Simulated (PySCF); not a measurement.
Run report: C4H10ClNSi, NMR shielding calculation

- system: C4H10ClNSi
- method: GIAO PBE0/pcSseg-1 NMR shielding, non-relativistic, gas phase (PySCF 2.14.0)

The geometry comes from this level: GFN2-xTB. It belongs to a series of runs on one base structure; here: H on Si replaced by Cl. Figures and captions count atoms from 1; the log counts them from 0 in places.

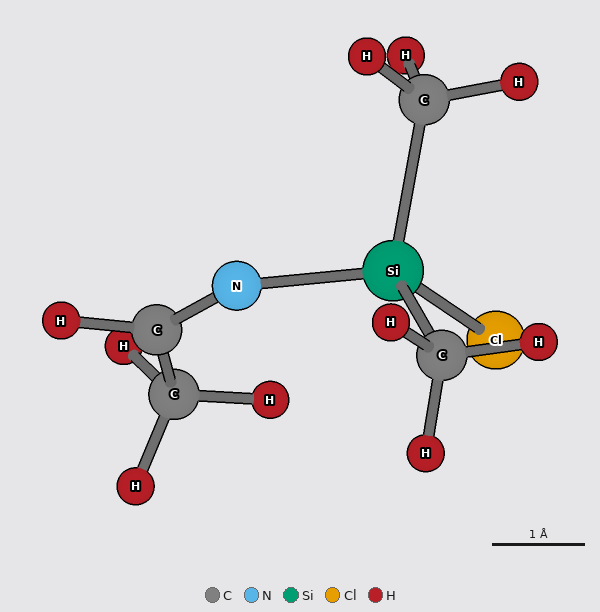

The input geometry (ball-and-stick view, seen at a tilt). Bond lengths as drawn: Cl–Si 2.06 Å, C–C 1.49 Å, C–H 1.08 to 1.09 Å, C–N 1.25 Å, C–Si 1.90 Å and N–Si 1.72 Å.

The input:
```
{"job": {"kind": "nmr", "xc": "PBE0", "basis": "pcSseg-1"}, "charge": 0, "multiplicity": 1}
C      2.687037    -0.200032    -0.481004
C      1.845042    -0.027345     0.734619
N      0.597509     0.045773     0.809855
Si    -0.775806     0.013459    -0.218152
C     -1.830909    -1.450682     0.369735
C     -1.632216     1.692034     0.010762
Cl    -0.461226    -0.238490    -2.242895
H      3.367634     0.645749    -0.568548
H      3.293541    -1.098267    -0.375326
H      2.075843    -0.272169    -1.374622
H      2.401343     0.043571     1.673650
H     -1.963203    -1.419085     1.445361
H     -2.814250    -1.429159    -0.089615
H     -1.369547    -2.400761     0.118474
H     -1.019793     2.506327    -0.364353
H     -1.828187     1.880266     1.060475
H     -2.579809     1.720839    -0.518329
```

The first line tells a small driver script what to run in PySCF; the rest is the geometry in Å.

Machine: 1 CPU thread, shared host.

Launched with:
```bash
OMP_NUM_THREADS=1 python <driver script> task.json out
```

Log:
```
coarse grid: 14856 points
cycle   1  E = -962.2602507122  dE =  5.868e-01  |g| = 6.042e-01  |ddm| = 3.606e+00
cycle   2  E = -962.1981123066  dE =  6.214e-02  |g| = 8.124e-01  |ddm| = 1.186e+00
cycle   3  E = -962.3424587125  dE = -1.443e-01  |g| = 1.811e-01  |ddm| = 7.599e-01
cycle   4  E = -962.3498225465  dE = -7.364e-03  |g| = 2.439e-02  |ddm| = 1.554e-01
cycle   5  E = -962.3499431863  dE = -1.206e-04  |g| = 7.612e-03  |ddm| = 2.917e-02
cycle   6  E = -962.3499577304  dE = -1.454e-05  |g| = 1.725e-03  |ddm| = 9.894e-03
cycle   7  E = -962.3499582134  dE = -4.829e-07  |g| = 5.423e-04  |ddm| = 1.804e-03
final grid: 133216 points
cycle   8  E = -962.3880458100  dE = -3.752e-05  |g| = 8.361e-03  |ddm| = 2.271e-02
cycle   9  E = -962.3880423889  dE =  3.421e-06  |g| = 9.067e-03  |ddm| = 1.463e-02
cycle  10  E = -962.3880620986  dE = -1.971e-05  |g| = 1.300e-03  |ddm| = 8.097e-03
cycle  11  E = -962.3880623944  dE = -2.959e-07  |g| = 5.049e-04  |ddm| = 1.352e-03
cycle  12  E = -962.3880624484  dE = -5.396e-08  |g| = 7.037e-05  |ddm| = 3.963e-04
cycle  13  E = -962.3880624495  dE = -1.115e-09  |g| = 1.979e-05  |ddm| = 1.017e-04
cycle  14  E = -962.3880624496  dE = -8.549e-11  |g| = 3.707e-06  |ddm| = 2.176e-05
```

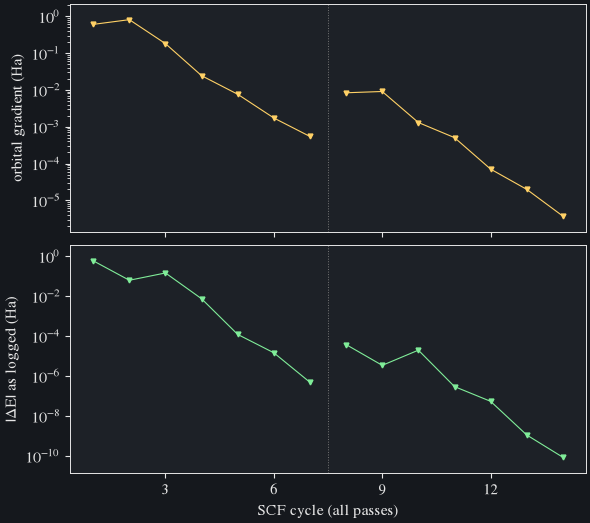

Convergence of the self-consistent field: orbital gradient and size of the energy change against the SCF cycle. The dotted line marks the change from a coarse to the final integration grid. The first 7 cycles use a coarse grid, the final grid takes over at cycle 8, and the field converges after 14 cycles in all.

```
converged SCF energy = -962.3880624496

GIAO shielding tensors (ppm)
atom      isotropic    diamagn.    paramagn.     s11        s22        s33       span
  0 C      158.267     253.641     -95.374    136.212    152.268    186.322     50.110
  1 C        5.994     251.185    -245.191    -91.315    -14.946    124.244    215.559
  2 N     -117.736     334.308    -452.044   -408.495   -150.505    205.791    614.286
  3 Si     348.452     881.374    -532.921    322.665    356.009    366.684     44.019
  4 C      182.429     255.105     -72.676    173.167    180.203    193.916     20.750
  5 C      182.336     255.105     -72.770    172.995    180.562    193.450     20.455
  6 Cl     881.793    1150.939    -269.146    791.401    879.664    974.315    182.914
  7 H       29.780      28.960       0.820     27.095     27.734     34.511      7.416
  8 H       29.771      28.910       0.861     27.110     27.687     34.516      7.406
  9 H       28.733      32.397      -3.663     22.460     28.659     35.081     12.621
 10 H       23.065      29.939      -6.873     19.837     23.869     25.490      5.653
 11 H       31.190      31.323      -0.133     26.725     28.226     38.618     11.894
 12 H       31.422      29.931       1.491     27.477     29.112     37.676     10.199
 13 H       31.223      31.536      -0.313     27.017     29.241     37.412     10.396
 14 H       31.234      31.653      -0.419     27.065     29.164     37.474     10.409
 15 H       31.187      31.267      -0.080     26.741     28.272     38.549     11.808
 16 H       31.448      29.968       1.479     27.476     29.149     37.719     10.243
```

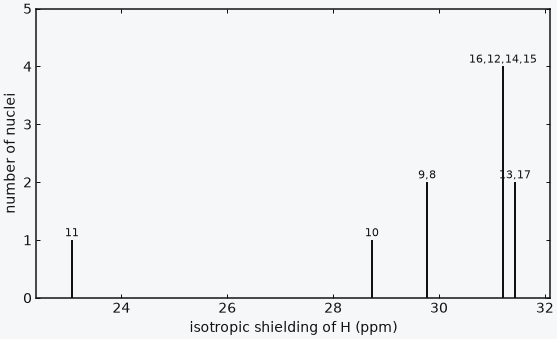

Isotropic shieldings of the hydrogen nuclei in this fixed geometry, labelled by atom number; shielding grows to the right, so chemical shift grows to the left. The least shielded is H11 (23.1 ppm), the most shielded H17 (31.4 ppm).

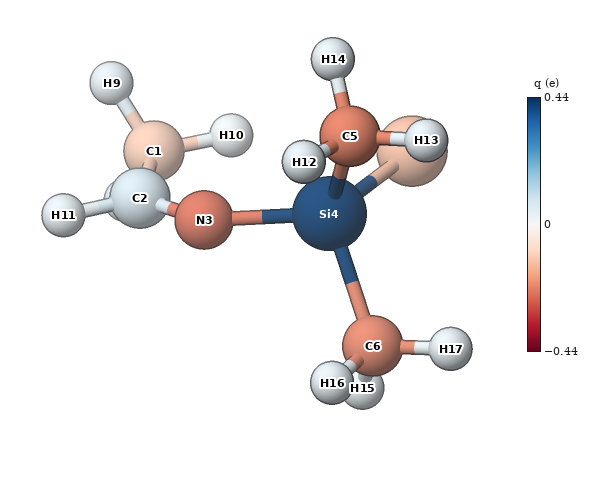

Hirshfeld charges, as the colour of each atom (ball-and-stick view, seen at a tilt; atoms are numbered from 1 in the order of the input). By element: C −0.22 to +0.08, N −0.24, Si +0.42, Cl −0.14 and H +0.03 to +0.06 e.

Results in brief:

- outcome: converged
- total energy: −962.388062 hartree
- HOMO: −6.99 eV
- LUMO: −0.62 eV
- dipole moment: 1.65 D
- isotropic shielding, C: 6.0 to 182.4 ppm
- isotropic shielding, N: −117.7 ppm
- isotropic shielding, Si: 348.5 ppm
- isotropic shielding, Cl: 881.8 ppm
- isotropic shielding, H: 23.1 to 31.4 ppm
- wall time: 30 s
- peak memory: 0.77 GiB
